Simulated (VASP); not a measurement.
# TePt: structure and properties in VASP

What structure and properties does r2SCAN + rVV10 give TePt, and how near are they to the measured ones? The steps: relaxing cell and atoms (r2SCAN + rVV10), second relaxation, density, ELF and potential (r2SCAN + rVV10), bands along the symmetry lines (r2SCAN + rVV10), total and projected DOS (r2SCAN + rVV10), optical spectrum (r2SCAN + rVV10), volume scan with r2SCAN + rVV10 and fit for r2SCAN + rVV10. The start is a cell from a database of measured crystal structures.

Program: VASP 6.6.1. Level of theory: r2SCAN with rVV10; plane waves and PAW (Te, Pt). Results are calculated unless marked as measured.

The experiments to compare with:

“Electronic and topological properties of the van der Waals layered superconductor PtTe” (2022, arxiv:2203.06655) reports for PtTe, ZrCl-type rhombohedral, by single crystal x-ray diffraction (flux-grown crystal, 200 K): lattice constant a (a, hexagonal setting) 3.9612 ± 0.0004 Å; lattice constant c (c, hexagonal setting) 19.815 ± 0.002 Å.

This is a report of a sequence of runs, with most program output left out.

The database entry behind the starting cell differs from later determinations by our own check (c about 0.8 % long), so it need not match the best structure at ambient conditions.

### 1. The structure

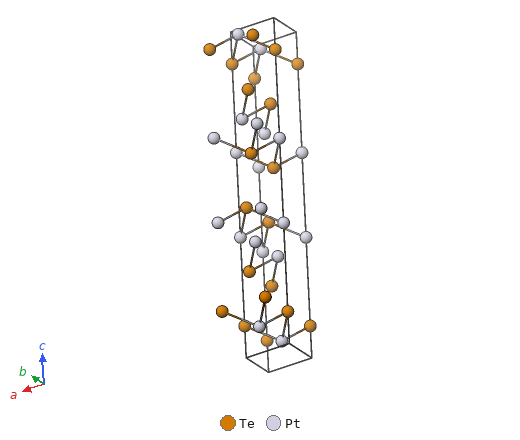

Start, viewed from a free direction; tellurium orange, platinum light grey. 1×2×1 cells are drawn. This picture shows the conventional cell, with its axes. Bonds to atoms that aren't drawn are left out. Some periodic images of atoms are drawn too.

Structure file:

```xyz
4
Lattice="-3.9630 0.0000 0.0000 1.9815 -3.4321 0.0000 1.9815 1.1440 6.6600" Properties=species:S:1:pos:R:3 pbc="T T T"
Te    0.0000    0.0000    1.9580
Te    0.0000   -2.2880    4.7020
Pt   -1.9815   -1.1440    0.7326
Pt    1.9815   -1.1440    5.9274
```

### 2. Relaxing cell and atoms (r2SCAN + rVV10)

The start need not lie at this functional's minimum. ISIF = 3 frees volume, shape and positions, and EDIFFG sets the threshold on forces and stress at which the search stops. r2SCAN adds the kinetic-energy density, costs more than a GGA and is run with LASPH. LUSE_VDW switches on a nonlocal correlation term for dispersion.

File INCAR:

```
SYSTEM = TePt
PREC = Accurate
ENCUT = 400
EDIFF = 1E-06
NELM = 100
ISMEAR = 0
SIGMA = 0.05
LREAL = .FALSE.
ALGO = Normal
METAGGA = R2SCAN
LUSE_VDW = .TRUE.
IVDW_NL = 2
BPARAM = 11.95
CPARAM = 0.0093
LASPH = .TRUE.
NBANDS = 22
LORBIT = 11
LWAVE = .FALSE.
LCHARG = .FALSE.
KPAR = 4
IBRION = 2
NSW = 60
ISIF = 3
EDIFFG = -0.01
```

File POSCAR:

```
TePt
1.0
   -3.9630000000      0.0000000000      0.0000000000
    1.9815000000     -3.4320586752      0.0000000000
    1.9815000000      1.1440195584      6.6600000000
Te Pt
2 2
Direct
    0.1960000000      0.0980000000      0.2940000000
    0.8040000000      0.9020000000      0.7060000000
    0.7400000000      0.3700000000      0.1100000000
    0.2600000000      0.6300000000      0.8900000000
```

File KPOINTS:

```
Automatic mesh
0
Gamma
6 6 6
0 0 0
```

The projector-augmented-wave data sets are Te and Pt (PBE family, release 64).

Command:

```console
$ mpirun -np 4 vasp_std
```

Elapsed: 15 min, on 4 MPI ranks of Intel Xeon Platinum 8375C at 2.90GHz (Ice Lake), shared host; peak memory 1.5 GiB.

The k-mesh is coarse for a metal. The PAW data sets were made with PBE, which is usual practice but a small mismatch for other functionals. The run keeps the 12 symmetry operations of its start, so it cannot find a distortion of lower symmetry.

Relaxation path:

| step | energy less that of the first step (eV) | largest force (eV/Å) | pressure (GPa) | volume (Å³) |
| --- | --- | --- | --- | --- |
| 1 | 0.0000 | 0.0679 | 1.59 | 90.58 |
| 2 | 0.0121 | 0.3314 | -2.65 | 93.56 |
| 3 | -0.0051 | 0.0776 | 0.03 | 91.61 |
| 4 | -0.0060 | 0.0598 | 0.03 | 91.75 |
| 5 | -0.0069 | 0.0487 | 0.04 | 92.01 |
| 6 | -0.0060 | 0.1163 | 0.04 | 92.52 |
| 7 | -0.0070 | 0.0682 | 0.02 | 92.14 |
| 8 | -0.0074 | 0.0161 | -0.02 | 92.29 |
| 9 | -0.0074 | 0.0182 | -0.06 | 92.34 |
| 10 | -0.0073 | 0.0152 | 0.20 | 92.20 |
| 11 | -0.0074 | 0.0044 | 0.05 | 92.28 |
| 12 | -0.0074 | 0.0059 | 0.04 | 92.29 |
| 13 | -0.0074 | 0.0036 | 0.00 | 92.33 |

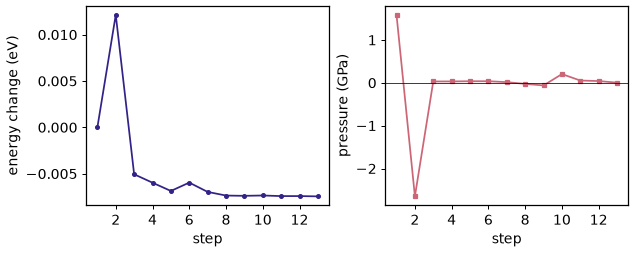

Energy and pressure along the relaxation.

```
conventional cell, symmetrised  before   after  change
                         a (Å)   3.963   3.973  +0.3 %
                         b (Å)   3.963   3.973  +0.3 %
                         c (Å)  19.980  20.261  +1.4 %
              volume (Å³/atom)   22.65   23.08  +1.9 %
```

The atoms that moved most (Å, as changes of fractional coordinates times the final cell):

| atom | dx | dy | dz | length |
| --- | --- | --- | --- | --- |
| Te2 | 0.000 | 0.000 | 0.016 | 0.016 |
| Te1 | 0.000 | 0.000 | -0.016 | 0.016 |
| Pt3 | 0.000 | 0.000 | -0.006 | 0.006 |
| Pt4 | 0.000 | 0.000 | 0.006 | 0.006 |

The relaxed structure:

```cif
data_structure
_symmetry_space_group_name_H-M 'P 1'
_symmetry_Int_Tables_number 1
_cell_length_a 3.9731
_cell_length_b 3.9731
_cell_length_c 7.1327
_cell_angle_alpha 90.000
_cell_angle_beta 106.171
_cell_angle_gamma 120.000
_cell_volume 92.33
loop_
_atom_site_label
_atom_site_type_symbol
_atom_site_fract_x
_atom_site_fract_y
_atom_site_fract_z
_atom_site_occupancy
Te1 Te 0.19437 0.09719 0.29156 1
Te2 Te 0.80563 0.90281 0.70844 1
Pt3 Pt 0.73942 0.36971 0.10913 1
Pt4 Pt 0.26058 0.63029 0.89087 1
```

This step gave:

| Quantity | Value |
| --- | --- |
| electrons | 32 |
| bands | 22 |
| irreducible k points | 32 |
| symmetry operations | 12 |
| free energy (TOTEN) | -154.6986 eV |
| energy at zero smearing | -154.6961 eV |
| Fermi energy | 8.017 eV |
| pressure | 0.004307 GPa |
| metallic | yes |
| SCF cycles over all ionic steps | 93 |

It ends with a largest force of 0.004 eV/Å and a pressure of 0.00 GPa. The volume lies +1.9 % from that of the database's start.

### 3. Second relaxation

A relaxation keeps the plane waves of the cell it began with, so it is repeated from the new cell, on a basis made for it.

INCAR is that of step 2.

File POSCAR:

```
TePt
1.0
   -3.9730888197      0.0000000000      0.0000000000
    1.9865444098     -3.4407958493      0.0000000000
    1.9865444098      1.1469319498      6.7537691630
Te Pt
2 2
Direct
    0.1943745804      0.0971872902      0.2915618707
    0.8056254196      0.9028127098      0.7084381293
    0.7394207909      0.3697103955      0.1091311864
    0.2605792091      0.6302896045      0.8908688136
```

KPOINTS is that of step 2.

Command:

```console
$ mpirun -np 4 vasp_std
```

Elapsed: 91 s, on 4 MPI ranks; peak memory 1.4 GiB; 6 min of CPU time.

Little changed from the start: no atom moved by 0.005 Å and no cell edge by 0.1 %.

This step gave:

```
free energy (TOTEN)             : -154.6996 eV
energy at zero smearing         : -154.6970 eV
pressure                        : 0.02810 GPa
SCF cycles over all ionic steps : 14
```

It ends with a largest force of 0.002 eV/Å and a pressure of 0.03 GPa. The volume moved by under 0.01 %: the run met its threshold at the first step.

### 4. Density, ELF and potential (r2SCAN + rVV10)

A single point on the relaxed cell gives a clean self-consistent state, with density, ELF and potential written out.

INCAR: that of step 3 with these lines changed.

```diff
@@ -18,7 +18,5 @@
 LWAVE = .FALSE.
-LCHARG = .FALSE.
-KPAR = 4
-IBRION = 2
-NSW = 60
-ISIF = 3
-EDIFFG = -0.01
+LCHARG = .TRUE.
+ISIF = 2
+LELF = .TRUE.
+LVHAR = .TRUE.
```

POSCAR is that of step 3.

KPOINTS is that of step 3.

Command:

```console
$ mpirun -np 4 vasp_std
```

Run time: 64 s. Hardware: 4 MPI ranks; peak memory 0.77 GiB; 4.2 min of CPU time.

This step gave:

```
electronic steps : 14
bands            : 24
pressure         : 0.04642 GPa
```

Valence electrons inside each PAW sphere by angular momentum. Sphere charges, by row:

```
atom  s (e)  p (e)  d (e)  tot (e)
 Te1  1.395  1.875  0.087    3.357
 Te2  1.395  1.875  0.087    3.357
 Pt3  0.682  0.584  8.124     9.39
 Pt4  0.682  0.584  8.124     9.39
```

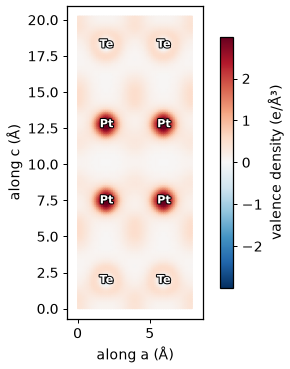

Valence density in the ac plane of the conventional cell at fractional y = 0.000, with atoms of Te and Pt within 0.2 Å of it. It is the smooth field of the valence electrons, not physical close to the nuclei. The map starts off the cell's origin, so that atoms lie inside it.

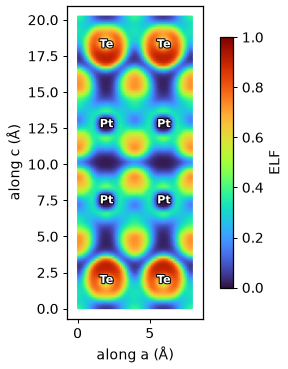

ELF in the ac plane of the conventional cell at fractional y = 0.000, with atoms of Te and Pt within 0.2 Å of it. It is the smooth field of the valence electrons, not physical close to the nuclei. The map starts off the cell's origin, so that atoms lie inside it.

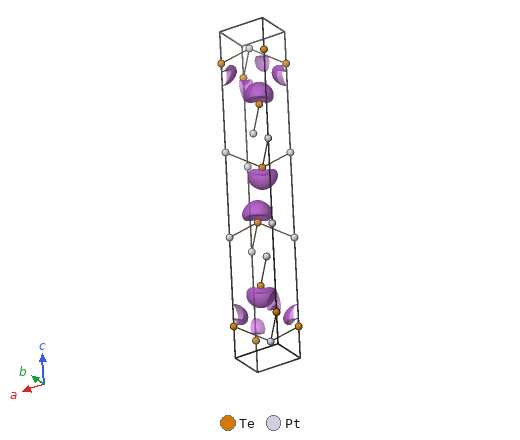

Surface of ELF = 0.83. Bonds to atoms that aren't drawn are left out.

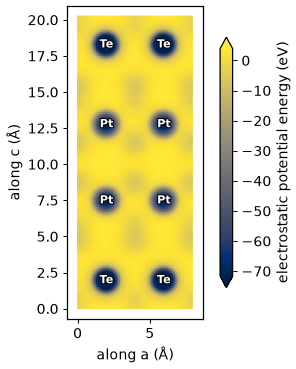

Electrostatic potential energy in the ac plane of the conventional cell at fractional y = 0.000, with atoms of Te and Pt within 0.2 Å of it. With pseudopotentials it is smooth inside the atoms' cores, unlike the true potential. The map starts off the cell's origin, so that atoms lie inside it.

In this run the pressure is 0.05 GPa, small enough to go on.

### 5. Bands along the symmetry lines (r2SCAN + rVV10)

Levels along the symmetry lines show where the bands peak and cross; KPOINTS_OPT computes them in the converged potential.

INCAR: that of step 4 with these lines changed.

```diff
@@ -15,8 +15,6 @@
 LASPH = .TRUE.
-NBANDS = 22
+NBANDS = 30
 LORBIT = 11
 LWAVE = .FALSE.
-LCHARG = .TRUE.
-ISIF = 2
-LELF = .TRUE.
-LVHAR = .TRUE.
+LCHARG = .FALSE.
+KPAR = 4
```

POSCAR is that of step 4.

KPOINTS is that of step 4.

File KPOINTS_OPT:

```
Line mode
16
Line-mode
Reciprocal
  0.00000000   0.00000000   0.00000000 GAMMA
  0.00000000  -0.50000000   0.00000000 L

  0.00000000  -0.50000000   0.00000000 L
 -0.37178557  -0.31410721   0.18589279 B1

 -0.31410721  -0.31410721  -0.18589279 B
  0.00000000   0.00000000  -0.50000000 Z

  0.00000000   0.00000000  -0.50000000 Z
  0.00000000   0.00000000   0.00000000 GAMMA

  0.00000000   0.00000000   0.00000000 GAMMA
 -0.34294639  -0.34294639   0.34294639 X

 -0.34294639  -0.31410721   0.00000000 Q
 -0.50000000   0.00000000   0.00000000 F

 -0.50000000   0.00000000   0.00000000 F
 -0.47116082   0.00000000  -0.18589279 P1

 -0.47116082   0.00000000  -0.18589279 P1
  0.00000000   0.00000000  -0.50000000 Z

  0.00000000  -0.50000000   0.00000000 L
  0.00000000  -0.47116082  -0.34294639 P
```

Command:

```console
$ mpirun -np 4 vasp_std
```

Run time: 3.4 min. Hardware: 4 MPI ranks; peak memory 1.5 GiB.

Spin-orbit coupling is off here; with elements this heavy it splits and shifts levels by tenths of an eV or more. The cell is typed on its shortest vectors, so the axes of tensors and the coordinates of k-points follow the printed cell and not the standard setting.

This step gave:

* bands: 30
* Fermi energy: 8.016 eV
* pressure: 0.08724 GPa

The electronic bands at the labelled points (eV, zero at the Fermi level; # counts the bands kept):

| point | #11 | #12 | #13 | #14 | #15 | #16 | #17 | #18 |
| --- | --- | --- | --- | --- | --- | --- | --- | --- |
| Γ | -1.82 | 0.74 | 0.74 | 0.79 | 1.43 | 2.94 | 2.94 | 5.04 |
| L | -2.63 | -2.10 | -1.95 | -1.09 | 0.31 | 1.48 | 2.15 | 4.10 |
| B1 | -2.50 | -2.17 | -1.34 | -1.30 | -0.44 | 1.25 | 3.56 | 3.58 |
| jump to B | -2.50 | -2.17 | -1.34 | -1.30 | -0.44 | 1.25 | 3.56 | 3.58 |
| Z | -1.74 | -1.72 | 1.27 | 1.27 | 2.10 | 2.10 | 3.64 | 5.04 |
| Γ | -1.82 | 0.74 | 0.74 | 0.79 | 1.43 | 2.94 | 2.94 | 5.04 |
| X | -2.47 | -2.19 | -1.59 | -0.86 | -0.77 | 1.31 | 3.26 | 4.20 |
| jump to Q | -2.47 | -2.19 | -1.59 | -0.86 | -0.77 | 1.31 | 3.26 | 4.20 |
| F | -2.60 | -1.89 | -1.72 | -1.33 | -1.24 | 2.59 | 3.93 | 5.05 |
| P1 | -2.44 | -1.88 | -1.58 | -1.57 | -0.84 | 2.34 | 2.99 | 5.01 |
| Z | -1.74 | -1.72 | 1.27 | 1.27 | 2.10 | 2.10 | 3.64 | 5.04 |
| jump to L | -2.63 | -2.10 | -1.95 | -1.09 | 0.31 | 1.48 | 2.15 | 4.10 |
| P | -2.44 | -1.88 | -1.58 | -1.57 | -0.84 | 2.34 | 2.99 | 5.01 |

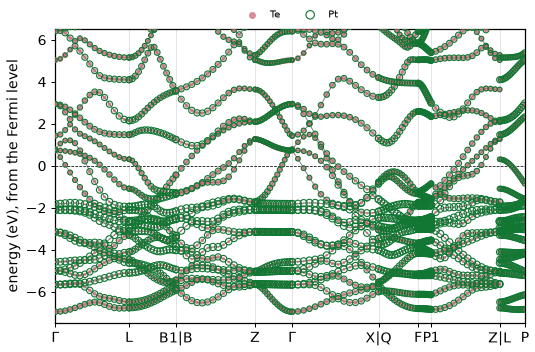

Electronic bands along the path; dots are coloured as in the legend, and their area grows with the weight.

There is no gap at this level.

### 6. Total and projected DOS (r2SCAN + rVV10)

A density of states needs more k-points than a total energy; ISMEAR = -5 takes tetrahedra, and LORBIT projects the states on the PAW spheres. The mesh is finer than in the run before.

INCAR: that of step 5 with these lines changed.

```diff
@@ -5,3 +5,3 @@
 NELM = 100
-ISMEAR = 0
+ISMEAR = -5
 SIGMA = 0.05
@@ -20 +20,2 @@
 KPAR = 4
+NEDOS = 2001
```

POSCAR is that of step 5.

File KPOINTS:

```
Automatic mesh
0
Gamma
9 9 9
0 0 0
```

Command:

```console
$ mpirun -np 4 vasp_std
```

It took 2.7 min on 4 MPI ranks; peak memory 1.7 GiB; 11 min of CPU time.

With tetrahedra the forces and stress of a metal are not exact derivatives of the energy.

Numbers from this step:

| Quantity | Value |
| --- | --- |
| irreducible k points | 85 |
| free energy (TOTEN) | -154.7056 eV |
| Fermi energy | 7.990 eV |
| pressure | 0.02912 GPa |
| DOS at the Fermi level | 2.034 states/eV/cell |

The density of states has structure finer than the step of the table below, so its rows give means over 1 eV, whole bins alone (the curve runs from -12.0 to 5.15 eV). Peaks (eV: height): total -2.8: 8.40, -2.6: 9.14, -2.1: 7.71, -1.8: 7.11; Pt d -5.1: 4.07, -2.8: 6.42, -2.6: 7.01, -2.1: 5.87; Te p -6.4: 0.883, -5.2: 1.04, -4.8: 0.815, -3.7: 0.766; Pt p -4.1: 0.293, -3.7: 0.239, -0.8: 0.283, -0.2: 0.258; Pt s -6.4: 1.26, -1.8: 0.279, 3.4: 0.308, 5.0: 0.504.

States under -12.0 eV and over 5.2 eV are left out. Density of states against energy, zero at the Fermi level; means over each step; values in states/eV/cell:

```csv
energy (eV),total,Pt d,Te p,Pt p,Pt s,Te s,Te d
-8,0,0,0,0,0,0,0
-7,0.822,0.116,0.161,0.0217,0.223,0.0158,0.00328
-6,3.45,1.34,0.629,0.0617,0.396,0.0527,0.0143
-5,5.15,2.98,0.755,0.137,0.161,0.0470,0.0306
-4,4.81,2.95,0.574,0.191,0.116,0.0472,0.0320
-3,4.62,3.32,0.375,0.127,0.0691,0.0310,0.0303
-2,5.65,4.09,0.407,0.152,0.143,0.0594,0.0409
-1,2.40,0.905,0.543,0.249,0.0507,0.0330,0.0147
0,1.88,0.531,0.558,0.218,0.0226,0.0247,0.0140
1,1.14,0.353,0.353,0.0954,0.0132,0.0213,0.0100
2,2.00,0.853,0.512,0.0555,0.0441,0.0360,0.0314
3,1.51,0.362,0.300,0.0922,0.208,0.0343,0.0540
4,0.754,0.147,0.139,0.0511,0.127,0.0150,0.0370
```

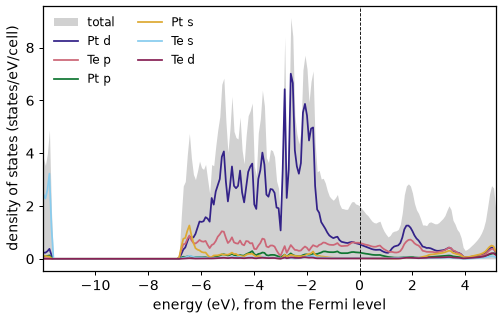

Density of states against energy.

Force by atom:

| atom | x (eV/Å) | y (eV/Å) | z (eV/Å) | size |
| --- | --- | --- | --- | --- |
| Te1 | 0.0000 | 0.0000 | -0.0086 | 0.0086 |
| Te2 | 0.0000 | 0.0000 | 0.0086 | 0.0086 |
| Pt3 | 0.0000 | 0.0000 | 0.0523 | 0.0523 |
| Pt4 | 0.0000 | 0.0000 | -0.0523 | 0.0523 |

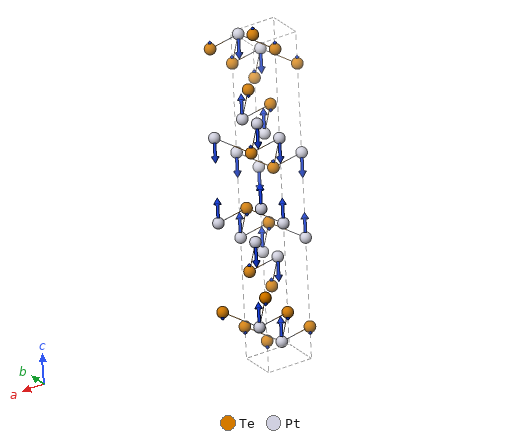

Force as arrows, the longest 0.0523 eV/Å. Bonds to atoms that aren't drawn are left out. 1×2×1 conventional cells are drawn. Some periodic images of atoms are drawn too.

The finer mesh and the other smearing move the Fermi level by -0.03 eV from the 6×6×6 run, a small shift, which tests the Fermi level alone. Of the states within 0.3 eV of the Fermi level, the largest shares in the PAW spheres are Te p 30 %, Pt d 28 % and Pt p 12 %. The rest lies in smaller channels or between the spheres.

### 7. Optical spectrum (r2SCAN + rVV10)

LOPTICS sums transitions from filled to empty bands. NBANDS is raised for it.

INCAR: that of step 6 with these lines changed.

```diff
@@ -5,3 +5,3 @@
 NELM = 100
-ISMEAR = -5
+ISMEAR = 0
 SIGMA = 0.05
@@ -15,3 +15,3 @@
 LASPH = .TRUE.
-NBANDS = 30
+NBANDS = 48
 LORBIT = 11
@@ -20,2 +20,4 @@
 KPAR = 4
-NEDOS = 2001
+LOPTICS = .TRUE.
+NEDOS = 1500
+CSHIFT = 0.1
```

POSCAR is that of step 6.

KPOINTS is that of step 6.

Command:

```console
$ mpirun -np 4 vasp_std
```

Elapsed: 4 min, on 4 MPI ranks; peak memory 2.1 GiB; 16 min of CPU time.

On this mesh force components of up to 0.08 eV/Å appear, so the relaxed positions are not converged with the sampling. These are independent-particle spectra without excitons or local fields, and fine structure depends on the mesh and on CSHIFT. The intraband (Drude) part is not in this spectrum.

Numbers from this step:

```
bands                   : 48
free energy (TOTEN)     : -154.7121 eV
energy at zero smearing : -154.7111 eV
Fermi energy            : 7.998 eV
pressure                : 0.01218 GPa
```

The imaginary dielectric function has structure finer than the step of the table below, so its rows give means over 2 eV, whole bins alone (the curve runs from 0 to 25.0 eV). Peaks (eV: height): xx 0.6: 30.4, 1.0: 27.3, 2.0: 25.3; zz 0.6: 18.6, 2.0: 23.0.

Table of imaginary dielectric function by photon energy; means over each step:

```
photon energy (eV)     xx     zz
                 2   18.7   15.3
                 4   7.95   8.69
                 6   6.45   5.46
                 8   3.68   4.21
                10   2.93   2.98
                12   2.18   2.24
                14   1.51   1.85
                16   1.33   1.48
                18   1.03   1.17
                20  0.734  0.831
                22  0.656  0.712
```

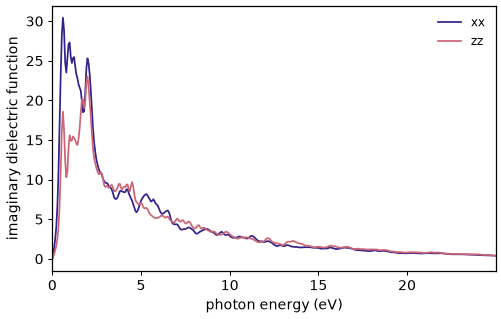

Imaginary dielectric function, plotted against photon energy.

The real dielectric function by photon energy:

```csv
photon energy (eV),xx,zz
0,40.9,27.6
2,5.06,6.14
4,1.59,2.53
6,-1.17,0.622
8,-0.707,-0.270
10,-0.679,-0.598
12,-0.559,0.0949
14,-0.266,-0.419
16,-0.126,-0.234
18,-0.0814,-0.170
20,-0.00508,-0.0543
22,-0.00294,-0.125
24,0.00889,-0.0283
```

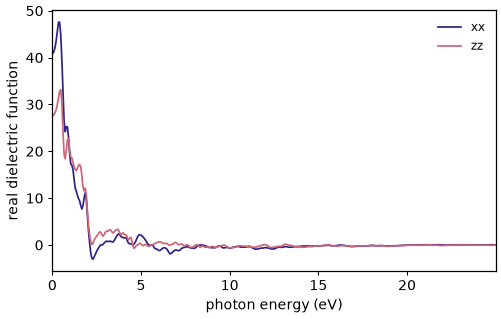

Real dielectric function, plotted against photon energy.

Force by atom:

```csv
atom,x (eV/Å),y (eV/Å),z (eV/Å),size
Te1,0.0000,0.0000,-0.0040,0.0040
Te2,0.0000,0.0000,0.0040,0.0040
Pt3,0.0000,0.0000,0.0827,0.0827
Pt4,0.0000,0.0000,-0.0827,0.0827
```

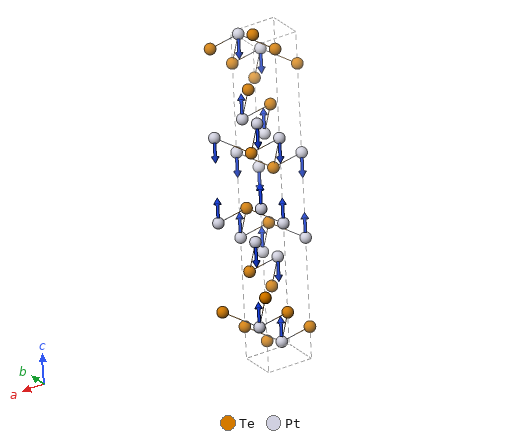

Force as arrows, the longest 0.0827 eV/Å. Bonds to atoms that aren't drawn are left out. 1×2×1 conventional cells are drawn. Some periodic images of atoms are drawn too.

### 8. Volume scan with r2SCAN + rVV10

An equation of state needs energies on both sides of the minimum, all on one mesh and cutoff.

INCAR: that of step 7 with these lines changed.

```diff
@@ -15,3 +15,3 @@
 LASPH = .TRUE.
-NBANDS = 48
+NBANDS = 22
 LORBIT = 11
@@ -20,4 +20,2 @@
 KPAR = 4
-LOPTICS = .TRUE.
-NEDOS = 1500
-CSHIFT = 0.1
+ISIF = 2
```

File POSCAR:

```
TePt
1.0
   -3.8919826165      0.0000000000      0.0000000000
    1.9459913082     -3.3705558169      0.0000000000
    1.9459913082      1.1235186057      6.6158984535
Te Pt
2 2
Direct
    0.1943745804      0.0971872902      0.2915618707
    0.8056254196      0.9028127098      0.7084381293
    0.7394207909      0.3697103955      0.1091311864
    0.2605792091      0.6302896045      0.8908688136
```

File KPOINTS:

```
Automatic mesh
0
Gamma
6 6 6
0 0 0
```

Command:

```console
$ mpirun -np 4 vasp_std
```

It took 86 s on 4 MPI ranks; peak memory 1.4 GiB.

The scan keeps the cell's shape and the fractional positions fixed.

Numbers from this step:

```yaml
bands: 22
irreducible_k_points: 32
free_energy_toten: -154.5448 eV
energy_at_zero_smearing: -154.5425 eV
fermi_energy: 8.965 eV
pressure: 9.384 GPa
```

Force by atom:

| atom | x (eV/Å) | y (eV/Å) | z (eV/Å) | size |
| --- | --- | --- | --- | --- |
| Te1 | 0.000 | 0.000 | 0.824 | 0.824 |
| Te2 | 0.000 | 0.000 | -0.824 | 0.824 |
| Pt3 | 0.000 | 0.000 | 0.026 | 0.026 |
| Pt4 | 0.000 | 0.000 | -0.026 | 0.026 |

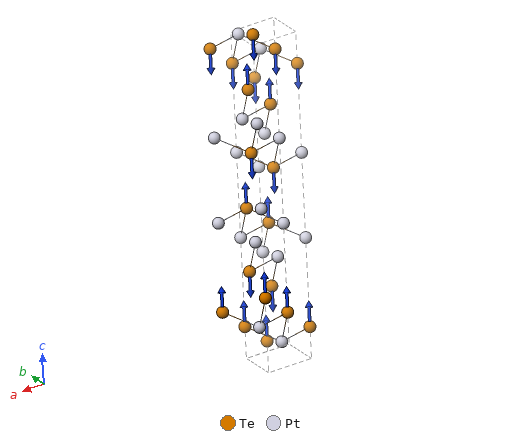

Force as arrows, the longest 0.824 eV/Å. Bonds to atoms that aren't drawn are left out. 1×2×1 conventional cells are drawn. Some periodic images of atoms are drawn too.

The pressure here is 9.38 GPa.

[end of part 1 of 2]

[Lines on the potential files, build, host, timing and source positions are cut from VASP's logs without a mark.]

[Logs are printed without paths, hosts, clocks, repeated set-up lines and the standing remarks that a program may print on its own settings, such as how far it seeks lower states.]

[Hosts, paths, dates, database ids (printed as entryN), source tags and the programs' standing remarks are cut or masked in the printed files.]

[A measured line is paired with the nearest computed mode of its activity, which favours agreement.]
